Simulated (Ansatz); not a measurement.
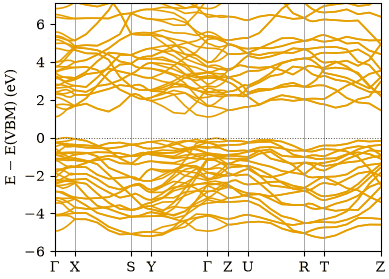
Band structure from LDA in the plane-wave PAW code Ansatz

Task: Read off the gap and where the band edges lie.

Result: About 1.1 eV (1.09 eV by a search for the band edges); maximum on the Γ–X line, 52 % of the way from Γ, minimum at Γ.

Task: Which compound is it?
A. TiO2, Pbca (Ti on 8c, O on 8c, O on 8c)
B. HPbBrO, Pnma (H on 4c, Pb on 4c, Br on 4c, O on 4c)
C. Bi2S3, Pnma (Pearson symbol oP20)

Result: C, Bi2S3, Pnma (Pearson symbol oP20)

The cell was relaxed with LDA under the symmetry of its start. A crystal of weakly bound layers computed without a dispersion correction: the cell and the soft elastic constants depend strongly on that. Scalar-relativistic: spin–orbit coupling is off unless named, which matters more the heavier the elements.

Potentials: the later of the program's two PAW sets.
